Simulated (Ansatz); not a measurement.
# PH2+ (triplet): correlated methods under varied settings at scale of all distances = 1.000

Aim: run PH2+ (triplet) at one geometry under a spread of methods and options, and see what each costs and gives.

Computed with Ansatz 0.2.0, Gaussian basis. Level: the settings change from run to run.

10 further runs of the same task are left out: 5 that didn't finish, 5 set aside as unsound or not needed.

**1. The geometry**

The geometry derives from a PBE0/def2-TZVP stationary point (not a proven minimum). All distances are scaled together.

3 atoms, charge 1, spin multiplicity 3.

Atoms are counted from 1 here; the program's logs count them from 0.

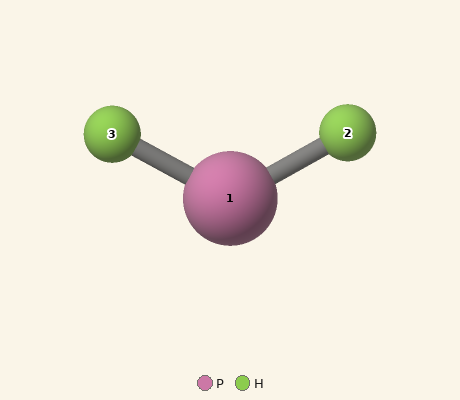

The structure; phosphorus pink, hydrogen green; atoms are numbered from 1 in the order of the file.

**2. BCCD(T) on ROHF/cc-pVDZ**

in.yaml

```yaml
crystal:
  periodic: [false, false, false]
  atoms:
    - {symbol: P, position_ang: [0.000000, -0.041813, 0.000000]}
    - {symbol: H, position_ang: [0.000000, 0.642452, -1.239718]}
    - {symbol: H, position_ang: [0.000000, 0.642452, 1.239718]}
basis:
  gaussian: {orbitals: cc-pVDZ}
total_charge: 1
magnetization: {spin_polarized: false, initial_magnetization: 2}
correlation: {method: bccd_t, electrons: outside_noble_gas}
scf: {lower_state_search: off}
output: {forces: true}
```

On the command line:

```sh
$ ansatz run in.yaml --threads 1 --pin off --events-out ev --progress --plain --max-ram 2393MiB
```

The log of the run, cut to the lines that bear on the results:

```text
Functional definition: HF
  name "HF"
  cite "Fock, Z. Phys. 61, 126 (1930) doi:10.1007/BF01340294"
  parent pbe
[...]
282 factors; integrals over basis functions are off by at most 1.2e-3 eV
[...]
mean field -9293.40143895 eV, -341.5262035878 hartree, gradient 1.3e-6 eV, S^2 2.000000; 0 other end points of the search recorded, 0 dependent functions left out
5 core orbitals not correlated: weight in the atoms' cores, before any rotation towards them, 1.000 or more for the frozen orbitals, at most 0.000 for the correlated occupied ones
reference -9293.40143895 eV, -341.5262035878 hartree; 4, 2 occupied and 19, 21 virtual orbitals, 282 factors
second order -2.20952236 eV of doubles, -0.04740563 eV of singles
cycle   1  -2.71247649 eV  change   -4.5e-1 eV  update   4.9e-2
[...]
cycle   9  -2.87607609 eV  change   -2.3e-6 eV  update   3.2e-6
perturbative correction -0.05954490 eV, -0.0021882348 hartree
[...]
Total energy: -9296.33705994 eV, -341.6340856692 hartree
Atom 0 at     0.000000    -0.041813     0.000000 Å, force    -0.000000    -0.108751     0.000000 eV/Å
Atom 1 at     0.000000     0.642452    -1.239718 Å, force     0.000000     0.054375    -0.126118 eV/Å
Atom 2 at     0.000000     0.642452     1.239718 Å, force    -0.000000     0.054375     0.126118 eV/Å
Dipole moment:    -0.000000     0.113664    -0.000000 e Å
Checks for a lower state left out: starts, cluster_reference, orbital_swaps, neighbouring_geometries, increment
```

It took 0.78 s on 1 thread of Arm Neoverse V1, shared host.

From the report: correlation -2.9356 eV; largest double amplitude 0.05.

**3. MRCISD+Q(relaxed)(6,5)/cc-pVDZ**

Changes to in.yaml since step 2:

```diff
@@ -10,4 +10,3 @@
 magnetization: {spin_polarized: false, initial_magnetization: 2}
-correlation: {method: bccd_t, electrons: outside_noble_gas}
-scf: {lower_state_search: off}
-output: {forces: true}
+correlation: {method: fic_mrcisd_q_relaxed, electrons: outside_noble_gas, active_space: {window: {electrons: 6, orbitals: 5}}}
+accuracy: high
```

Same command.

The log of the run, cut to the lines that bear on the results:

```text
Functional definition: HF
  name "HF"
  cite "Fock, Z. Phys. 61, 126 (1930) doi:10.1007/BF01340294"
  parent pbe
[...]
545 factors; integrals over basis functions are off by at most 3.0e-9 eV
[...]
mean field -9293.40145626 eV, -341.5262042238 hartree, gradient 2.0e-8 eV, S^2 2.000000; 0 other end points of the search recorded, 0 dependent functions left out
reference -9293.40145626 eV, -341.5262042238 hartree; 9, 7 occupied and 19, 21 virtual orbitals, 545 factors
state -9293.87123791 eV, -341.5434683810 hartree
contracted CI cycle   1: correlation 0.00000000 eV, 0.0000000000 hartree, residual 1.14e1 eV
contracted CI cycle   2: correlation -2.26761435 eV, -0.0833332902 hartree, residual 2.39e0 eV
contracted CI cycle   3: correlation -2.37258772 eV, -0.0871909904 hartree, residual 7.59e-1 eV
contracted CI cycle   4: correlation -2.38300541 eV, -0.0875738335 hartree, residual 2.42e-1 eV
[...]
contracted CI cycle   7: correlation -2.38432950 eV, -0.0876224931 hartree, residual 8.38e-3 eV
contracted CI cycle   8: correlation -2.38433112 eV, -0.0876225527 hartree, residual 3.89e-3 eV
contracted CI cycle   9: correlation -2.38433145 eV, -0.0876225647 hartree, residual 1.63e-3 eV
contracted CI cycle  10: correlation -2.38433152 eV, -0.0876225672 hartree, residual 6.54e-4 eV
contracted CI cycle  11: correlation -2.38433153 eV, -0.0876225675 hartree, residual 2.34e-4 eV
contracted CI cycle  12: correlation -2.38433153 eV, -0.0876225676 hartree, residual 8.63e-5 eV
contracted CI cycle  13: correlation -2.38433153 eV, -0.0876225676 hartree, residual 3.46e-5 eV
contracted CI cycle  14: correlation -2.38433153 eV, -0.0876225676 hartree, residual 1.31e-5 eV
contracted CI cycle  15: correlation -2.38433153 eV, -0.0876225676 hartree, residual 5.30e-6 eV
state -9293.87123791 eV, -341.5434683810 hartree; corrected -9296.37555532 eV, -341.6355003484 hartree
Total energy: -9296.37555532 eV, -341.6355003484 hartree
```

Run time: 1.1 s. Hardware: 1 thread of Arm Neoverse V1, shared host.

From the report: 48 determinants; active occupations 2.00, 1.98, 1.00, 1.00, 0.02.

**4. MRCISD+Q(2,5)/cc-pVDZ**

Changes to in.yaml since step 3:

```diff
@@ -10,3 +10,2 @@
 magnetization: {spin_polarized: false, initial_magnetization: 2}
-correlation: {method: fic_mrcisd_q_relaxed, electrons: outside_noble_gas, active_space: {window: {electrons: 6, orbitals: 5}}}
-accuracy: high
+correlation: {method: fic_mrcisd_q, electrons: valence, active_space: {window: {electrons: 2, orbitals: 5}}}
```

The command is unchanged.

The log of the run, cut to the lines that bear on the results:

```text
Functional definition: HF
  name "HF"
  cite "Fock, Z. Phys. 61, 126 (1930) doi:10.1007/BF01340294"
  parent pbe
[...]
282 factors; integrals over basis functions are off by at most 1.2e-3 eV
[...]
mean field -9293.40143895 eV, -341.5262035878 hartree, gradient 1.3e-6 eV, S^2 2.000000; 0 other end points of the search recorded, 0 dependent functions left out
reference -9293.40143895 eV, -341.5262035878 hartree; 9, 7 occupied and 19, 21 virtual orbitals, 282 factors
state -9293.51675665 eV, -341.5304414350 hartree
contracted CI cycle   1: correlation 0.00000000 eV, 0.0000000000 hartree, residual 1.21e1 eV
contracted CI cycle   2: correlation -2.59859236 eV, -0.0954965077 hartree, residual 1.98e0 eV
contracted CI cycle   3: correlation -2.68513939 eV, -0.0986770526 hartree, residual 5.41e-1 eV
contracted CI cycle   4: correlation -2.69155058 eV, -0.0989126594 hartree, residual 1.51e-1 eV
contracted CI cycle   5: correlation -2.69204682 eV, -0.0989308959 hartree, residual 5.09e-2 eV
contracted CI cycle   6: correlation -2.69210601 eV, -0.0989330709 hartree, residual 1.95e-2 eV
contracted CI cycle   7: correlation -2.69211252 eV, -0.0989333102 hartree, residual 4.87e-3 eV
contracted CI cycle   8: correlation -2.69211292 eV, -0.0989333252 hartree, residual 1.06e-3 eV
contracted CI cycle   9: correlation -2.69211294 eV, -0.0989333259 hartree, residual 2.50e-4 eV
state -9293.51675665 eV, -341.5304414350 hartree; corrected -9296.37010917 eV, -341.6353002060 hartree
WARN: 1 active orbitals are nearly empty or full. The corrections depend on them more than the energy does, and are more stable in an active space without them
Total energy: -9296.37010917 eV, -341.6353002060 hartree
```

Wall time 0.81 s (1 thread of Arm Neoverse V1, shared host).

From the report: 8 determinants; active occupations 1.00, 1.00, 0.00, 0.00, 0.00. The report marks this result as in doubt.

**5. CCSDT(Q)/B on UHF/6-31G**

in.yaml

```yaml
crystal:
  periodic: [false, false, false]
  atoms:
    - {symbol: P, position_ang: [0.000000, -0.041813, 0.000000]}
    - {symbol: H, position_ang: [0.000000, 0.642452, -1.239718]}
    - {symbol: H, position_ang: [0.000000, 0.642452, 1.239718]}
basis:
  gaussian: {orbitals: 6-31G}
total_charge: 1
magnetization: {spin_polarized: true, initial_magnetization: 2}
correlation: {method: ccsdt_q_b, electrons: valence}
```

Launched as before.

The log of the run:

```text
Functional definition: HF
  name "HF"
  cite "Fock, Z. Phys. 61, 126 (1930) doi:10.1007/BF01340294"
  parent pbe
  exchange = exact_x
  correlation = 0
332 factors; integrals over basis functions are off by at most 4.0e-8 eV
mean field evaluation 1: about -9291.6183 eV, gradient 5.3e0 eV
mean field evaluation 2: about -9291.6229 eV, gradient 5.3e0 eV
mean field evaluation 4: about -9291.9455 eV, gradient 6.6e-1 eV
mean field evaluation 8: about -9291.9580 eV, gradient 7.3e-3 eV
mean field evaluation 16: about -9291.9488 eV, gradient 3.2e-1 eV
mean field -9291.95804473 eV, -341.4731598284 hartree, gradient 2.4e-6 eV, S^2 2.007195; 0 other end points of the search recorded, 0 dependent functions left out
5 core orbitals not correlated: weight in the atoms' cores, before any rotation towards them, 1.000 or more for the frozen orbitals, at most 0.000 for the correlated occupied ones
reference -9291.95804473 eV, -341.4731598284 hartree; 4, 2 occupied and 8, 10 virtual orbitals, 332 factors
second order -0.97346597 eV of doubles, -0.00000000 eV of singles
cycle   1  -1.23866368 eV  change   -2.7e-1 eV  update   4.4e-2
cycle   2  -1.39229703 eV  change   -1.5e-1 eV  update   2.0e-2
cycle   3  -1.40464090 eV  change   -1.2e-2 eV  update   5.4e-3
cycle   4  -1.40733520 eV  change   -2.7e-3 eV  update   1.7e-3
cycle   5  -1.40689150 eV  change    4.4e-4 eV  update   5.3e-4
cycle   6  -1.40691973 eV  change   -2.8e-5 eV  update   2.2e-4
cycle   7  -1.40699389 eV  change   -7.4e-5 eV  update   7.0e-5
cycle   8  -1.40697481 eV  change    1.9e-5 eV  update   2.3e-5
cycle   9  -1.40698168 eV  change   -6.9e-6 eV  update   5.9e-6
cycle  10  -1.40698250 eV  change   -8.2e-7 eV  update   2.2e-6
cycle  11  -1.40698301 eV  change   -5.1e-7 eV  update   7.1e-7
perturbative correction -0.00035045 eV, -0.0000128788 hartree
Total energy: -9293.36537819 eV, -341.5248783792 hartree
```

Run time: 1.7 s. Hardware: 1 thread of Arm Neoverse V1, shared host.

From the report: ⟨S²⟩ of the determinant 2.007 (pure triplet: 2.00); correlation -1.4073 eV; T1 0.006; largest double amplitude 0.06.

**6. CASSCF(6,7)/6-31++G****

in.yaml

```yaml
crystal:
  periodic: [false, false, false]
  atoms:
    - {symbol: P, position_ang: [0.000000, -0.041813, 0.000000]}
    - {symbol: H, position_ang: [0.000000, 0.642452, -1.239718]}
    - {symbol: H, position_ang: [0.000000, 0.642452, 1.239718]}
basis:
  gaussian: {orbitals: "6-31++G**"}
total_charge: 1
magnetization: {spin_polarized: false, initial_magnetization: 2}
correlation: {active_space: {window: {electrons: 6, orbitals: 7}}}
```

Launched as before.

The log of the run:

```text
Functional definition: HF
  name "HF"
  cite "Fock, Z. Phys. 61, 126 (1930) doi:10.1007/BF01340294"
  parent pbe
  exchange = exact_x
  correlation = 0
312 factors; integrals over basis functions are off by at most 7.3e-4 eV
mean field evaluation 1: about -9292.4045 eV, gradient 8.0e0 eV
mean field evaluation 2: about -9292.4084 eV, gradient 8.0e0 eV
mean field evaluation 4: about -9292.9311 eV, gradient 5.1e-1 eV
mean field evaluation 8: about -9292.9350 eV, gradient 2.3e-4 eV
mean field -9292.93500397 eV, -341.5090624185 hartree, gradient 2.8e-6 eV, S^2 2.000000; 0 other end points of the search recorded, 0 dependent functions left out
reference -9292.93500397 eV, -341.5090624185 hartree; 9, 7 occupied and 26, 28 virtual orbitals, 312 factors
state -9294.10427029 eV, -341.5520321631 hartree
Total energy: -9294.10427029 eV, -341.5520321631 hartree
```

It took 0.87 s on 1 thread of Arm Neoverse V1, shared host.

From the report: 1,225 determinants; active occupations 1.98, 1.97, 1.00, 1.00, 0.03, 0.02, 0.01.

**7. BCCD(T) on UHF/6-31G**

in.yaml

```yaml
crystal:
  periodic: [false, false, false]
  atoms:
    - {symbol: P, position_ang: [0.000000, -0.041813, 0.000000]}
    - {symbol: H, position_ang: [0.000000, 0.642452, -1.239718]}
    - {symbol: H, position_ang: [0.000000, 0.642452, 1.239718]}
basis:
  gaussian: {orbitals: 6-31G}
total_charge: 1
magnetization: {spin_polarized: true, initial_magnetization: 2}
correlation: {method: bccd_t, electrons: outside_noble_gas}
```

Same command.

The log of the run, cut to the lines that bear on the results:

```text
Functional definition: HF
  name "HF"
  cite "Fock, Z. Phys. 61, 126 (1930) doi:10.1007/BF01340294"
  parent pbe
[...]
204 factors; integrals over basis functions are off by at most 2.5e-4 eV
[...]
mean field -9291.95799350 eV, -341.4731579456 hartree, gradient 2.5e-6 eV, S^2 2.007196; 0 other end points of the search recorded, 0 dependent functions left out
5 core orbitals not correlated: weight in the atoms' cores, before any rotation towards them, 1.000 or more for the frozen orbitals, at most 0.000 for the correlated occupied ones
reference -9291.95799350 eV, -341.4731579456 hartree; 4, 2 occupied and 8, 10 virtual orbitals, 204 factors
second order -0.97344752 eV of doubles, -0.00000000 eV of singles
cycle   1  -1.24051018 eV  change   -2.7e-1 eV  update   4.3e-2
[...]
cycle  10  -1.38828523 eV  change   -1.1e-6 eV  update   1.5e-6
perturbative correction -0.01303877 eV, -0.0004791660 hartree
Total energy: -9293.35931750 eV, -341.5246556529 hartree
```

Run time: 0.36 s. Hardware: 1 thread of Arm Neoverse V1, shared host.

From the report: ⟨S²⟩ of the determinant 2.007 (pure triplet: 2.00); correlation -1.4013 eV; largest double amplitude 0.06.

**8. CCSD on ROHF/cc-pVTZ-DK**

in.yaml

```yaml
crystal:
  periodic: [false, false, false]
  atoms:
    - {symbol: P, position_ang: [0.000000, -0.041813, 0.000000]}
    - {symbol: H, position_ang: [0.000000, 0.642452, -1.239718]}
    - {symbol: H, position_ang: [0.000000, 0.642452, 1.239718]}
basis:
  gaussian: {orbitals: cc-pVTZ-DK}
total_charge: 1
magnetization: {spin_polarized: false, initial_magnetization: 2}
hamiltonian: {pseudopotentials: {relativity: scalar}}
correlation: {method: ccsd, electrons: outside_noble_gas, diis_vectors: 12}
```

Launched as before.

The log of the run, cut to the lines that bear on the results:

```text
Functional definition: HF
  name "HF"
  cite "Fock, Z. Phys. 61, 126 (1930) doi:10.1007/BF01340294"
  parent pbe
[...]
340 factors; integrals over basis functions are off by at most 9.3e-4 eV
[...]
mean field -9315.94117410 eV, -342.3545235764 hartree, gradient 3.0e-6 eV, S^2 2.000000; 0 other end points of the search recorded, 0 dependent functions left out
5 core orbitals not correlated: weight in the atoms' cores, before any rotation towards them, 1.000 or more for the frozen orbitals, at most 0.000 for the correlated occupied ones
reference -9315.94117410 eV, -342.3545235764 hartree; 4, 2 occupied and 53, 55 virtual orbitals, 340 factors
second order -2.78773073 eV of doubles, -0.05158909 eV of singles
cycle   1  -3.28709469 eV  change   -4.5e-1 eV  update   5.0e-2
[...]
cycle   9  -3.47265820 eV  change    5.4e-6 eV  update   4.6e-6
Total energy: -9319.41383230 eV, -342.4821414114 hartree
Relativity: scalar
```

Wall time 0.93 s (1 thread of Arm Neoverse V1, shared host).

From the report: correlation -3.4727 eV; T1 0.023; largest double amplitude 0.04.

**9. MRCISD+Q(4,4)/def2-SVP**

in.yaml

```yaml
crystal:
  periodic: [false, false, false]
  atoms:
    - {symbol: P, position_ang: [0.000000, -0.041813, 0.000000]}
    - {symbol: H, position_ang: [0.000000, 0.642452, -1.239718]}
    - {symbol: H, position_ang: [0.000000, 0.642452, 1.239718]}
basis:
  gaussian: {orbitals: def2-SVP}
total_charge: 1
magnetization: {spin_polarized: false, initial_magnetization: 2}
correlation: {method: fic_mrcisd_q, electrons: valence, active_space: {window: {electrons: 4, orbitals: 4}}}
accuracy: high
```

The command is unchanged.

The log of the run, cut to the lines that bear on the results:

```text
Functional definition: HF
  name "HF"
  cite "Fock, Z. Phys. 61, 126 (1930) doi:10.1007/BF01340294"
  parent pbe
[...]
484 factors; integrals over basis functions are off by at most 3.5e-9 eV
[...]
mean field -9290.44415755 eV, -341.4175255008 hartree, gradient 8.6e-9 eV, S^2 2.000000; 0 other end points of the search recorded, 0 dependent functions left out
reference -9290.44415755 eV, -341.4175255008 hartree; 9, 7 occupied and 19, 21 virtual orbitals, 484 factors
state -9290.87796331 eV, -341.4334675682 hartree
contracted CI cycle   1: correlation 0.00000000 eV, 0.0000000000 hartree, residual 1.17e1 eV
contracted CI cycle   2: correlation -2.29151130 eV, -0.0842114869 hartree, residual 2.22e0 eV
contracted CI cycle   3: correlation -2.39134504 eV, -0.0878803095 hartree, residual 6.34e-1 eV
contracted CI cycle   4: correlation -2.39911852 eV, -0.0881659794 hartree, residual 1.90e-1 eV
[...]
contracted CI cycle   6: correlation -2.39995167 eV, -0.0881965973 hartree, residual 2.38e-2 eV
contracted CI cycle   7: correlation -2.39996374 eV, -0.0881970405 hartree, residual 9.41e-3 eV
contracted CI cycle   8: correlation -2.39996556 eV, -0.0881971074 hartree, residual 3.55e-3 eV
contracted CI cycle   9: correlation -2.39996580 eV, -0.0881971164 hartree, residual 1.08e-3 eV
contracted CI cycle  10: correlation -2.39996582 eV, -0.0881971172 hartree, residual 2.97e-4 eV
contracted CI cycle  11: correlation -2.39996582 eV, -0.0881971172 hartree, residual 8.59e-5 eV
contracted CI cycle  12: correlation -2.39996582 eV, -0.0881971172 hartree, residual 2.62e-5 eV
contracted CI cycle  13: correlation -2.39996582 eV, -0.0881971172 hartree, residual 8.02e-6 eV
contracted CI cycle  14: correlation -2.39996582 eV, -0.0881971172 hartree, residual 2.36e-6 eV
state -9290.87796331 eV, -341.4334675682 hartree; corrected -9293.39911175 eV, -341.5261180648 hartree
Total energy: -9293.39911175 eV, -341.5261180648 hartree
```

Wall time 0.75 s (1 thread of Arm Neoverse V1, shared host).

From the report: 18 determinants; active occupations 1.98, 1.00, 1.00, 0.02.

**10. NEVPT4(SD)(4,8)/6-31G***

in.yaml

```yaml
crystal:
  periodic: [false, false, false]
  atoms:
    - {symbol: P, position_ang: [0.000000, -0.041813, 0.000000]}
    - {symbol: H, position_ang: [0.000000, 0.642452, -1.239718]}
    - {symbol: H, position_ang: [0.000000, 0.642452, 1.239718]}
basis:
  gaussian: {orbitals: "6-31G*"}
total_charge: 1
magnetization: {spin_polarized: false, initial_magnetization: 2}
correlation: {method: fic_nevpt4_sd, electrons: outside_noble_gas, active_space: {window: {electrons: 4, orbitals: 8}, states: [{multiplicity: 3, weights: [1, 1, 1, 0.5]}, {multiplicity: 5, weights: [1]}], root: 0}}
accuracy: high
scf: {lower_state_search: light}
```

Same command.

The log of the run, cut to the lines that bear on the results:

```text
Functional definition: HF
  name "HF"
  cite "Fock, Z. Phys. 61, 126 (1930) doi:10.1007/BF01340294"
  parent pbe
[...]
386 factors; integrals over basis functions are off by at most 3.4e-9 eV
[...]
mean field -9292.77137673 eV, -341.5030492283 hartree, gradient 1.4e-8 eV, S^2 2.000000; 0 other end points of the search recorded, 0 dependent functions left out
reference -9292.77137673 eV, -341.5030492283 hartree; 9, 7 occupied and 14, 16 virtual orbitals, 386 factors
state -9293.31193768 eV, -341.5229144766 hartree
state -9287.85838317 eV, -341.3225000448 hartree
state -9286.42705348 eV, -341.2698996489 hartree
state -9286.06544688 eV, -341.2566108516 hartree
state -9293.31193768 eV, -341.5229144766 hartree; corrected -9295.23809350 eV, -341.5936993974 hartree
state -9287.85838317 eV, -341.3225000448 hartree; corrected -9290.08749249 eV, -341.4044183016 hartree
state -9286.42705348 eV, -341.2698996489 hartree; corrected -9288.73764859 eV, -341.3548124533 hartree
state -9286.06544688 eV, -341.2566108516 hartree; corrected -9288.44791137 eV, -341.3441648067 hartree
state -9283.90705332 eV, -341.1772913515 hartree
state -9283.90705332 eV, -341.1772913515 hartree; corrected -9286.09350821 eV, -341.2576420866 hartree
Total energy: -9295.23809350 eV, -341.5936993974 hartree
```

Wall time 5.5 s (1 thread of Arm Neoverse V1, shared host).

From the report: 192 determinants; active occupations (of the averaged states) 1.43, 1.20, 0.88, 0.46, 0.02, 0.01, 0.00, 0.00.

**11. The runs in one table**

Where basis and cores are those of an earlier FCI/cc-pVDZ run (-9296.3553 eV), and the state is the same kind, the miss against it is given. † marks a result that the program doubts.

```csv
level,correlated,functions,energy (eV),from FCI (meV),time
BCCD(T) on ROHF/cc-pVDZ,outside noble gas,28,-9296.3371,18.3,0.78 s
"MRCISD+Q(relaxed)(6,5)/cc-pVDZ",outside noble gas,28,-9296.3756,-20.2,1.1 s
"MRCISD+Q(2,5)/cc-pVDZ †",valence,28,-9296.3701,,0.81 s
CCSDT(Q)/B on UHF/6-31G,valence,17,-9293.3654,,1.7 s
"CASSCF(6,7)/6-31++G**",,35,-9294.1043,,0.87 s
BCCD(T) on UHF/6-31G,outside noble gas,17,-9293.3593,,0.36 s
CCSD on ROHF/cc-pVTZ-DK (relativity set),outside noble gas,62,-9319.4138,,0.93 s
"MRCISD+Q(4,4)/def2-SVP",valence,28,-9293.3991,,0.75 s
"NEVPT4(SD)(4,8)/6-31G* (lowest root of an average)",outside noble gas,23,-9295.2381,,5.5 s
```

**12. Results**

```
quantity                                                      value
    runs                                                          9
quickest                               BCCD(T) on UHF/6-31G, 0.36 s
 slowest  NEVPT4(SD)(4,8)/6-31G* (lowest root of an average), 5.5 s
```

Total energies in different bases, with other cores or another treatment of relativity can't be set against each other. NEVPT4(SD)(4,8)/6-31G* (lowest root of an average) took 15 times as long as BCCD(T) on UHF/6-31G; the jobs differ in more than the method. Among the correlated runs with a miss given, it spans -20 to +18 meV.
